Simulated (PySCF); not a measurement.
## SiHF: EPR calculation

SiHF, multiplicity 3, computed with UKS B3LYP, IGLO-III on F Si, pcH-1 on H, non-relativistic, mean-field spin-orbit, GIAO (PySCF 2.14.0).

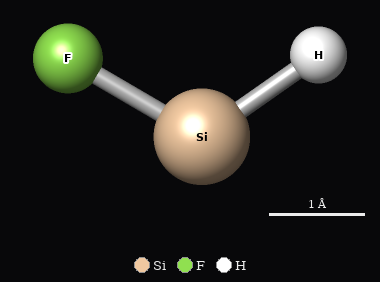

**Figure 1.** The structure (ball-and-stick view, seen on its broad side).

### Summary

| quantity | value |
| --- | --- |
| outcome | converged |
| total energy | −389.949372 hartree |
| ⟨S²⟩ | 2.002 |
| isotropic g | 2.0014 |
| hardware | 1 CPU thread, shared host |
| wall time | 11 s |
| peak memory | 0.3 GiB |

### Input
```
{"job": {"kind": "epr"}, "charge": 0, "multiplicity": 3}
Si    -0.347850    -0.456644     0.029150
F     -0.786079     1.116603     0.069430
H      1.128488    -0.692374    -0.105237
```

The first line tells a small driver script what to run in PySCF; the rest is the geometry in Å.

Command:
```bash
OMP_NUM_THREADS=1 python <driver script> task.json out
```

### The program's output
```
UKS, coarse grid
  cycle   1  E = -389.88839754  |g| = 4.25e-01
  cycle   2  E = -389.66130960  |g| = 9.48e-01
  cycle   3  E = -389.94886102  |g| = 3.48e-02
  cycle   4  E = -389.94930623  |g| = 1.45e-02
  cycle   5  E = -389.94937903  |g| = 1.85e-03
  cycle   6  E = -389.94938464  |g| = 9.13e-04
UKS, final grid
  cycle   1  E = -389.94937117  |g| = 8.81e-04
  cycle   2  E = -389.94937096  |g| = 1.41e-03
  cycle   3  E = -389.94937155  |g| = 1.77e-04
  cycle   4  E = -389.94937157  |g| = 4.28e-05
  cycle   5  E = -389.94937157  |g| = 1.09e-05
internal stability: stable
E = -389.94937157 Eh   <S^2> = 2.0022 (exact 2.0000)
g shifts (ppm)      1          2          3
  rmc          -153       -153       -153
  gc             40         24         28
  oz_so       -2271       -104         98
  total       -2383       -233        -26
hyperfine (MHz)  atom isotope    a_iso     a_fc   dipolar eigenvalues
    0  29Si    -602.61    -604.16    -76.63     -5.31     81.93
    1   19F     133.17     132.02   -134.22     48.65     85.58
    2    1H     199.56     199.55     -7.99      0.58      7.41
zero-field splitting (cm-1)  D = -0.5277  E = -0.0474  (spin-spin -0.1889, spin-orbit -0.7068)
```

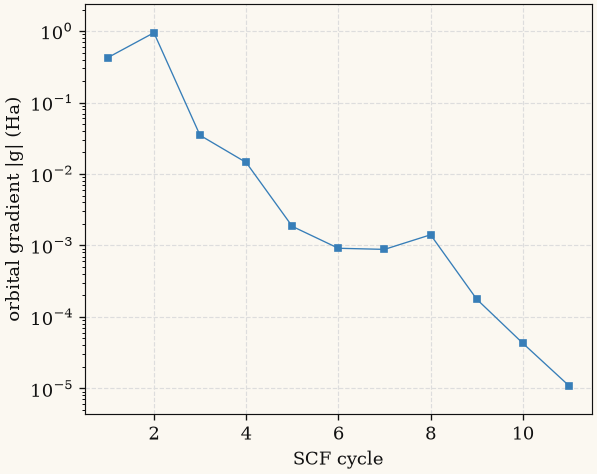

**Figure 2.** Convergence of the self-consistent field: orbital gradient |g| against the SCF cycle. All cycles printed in the log are drawn one after another.
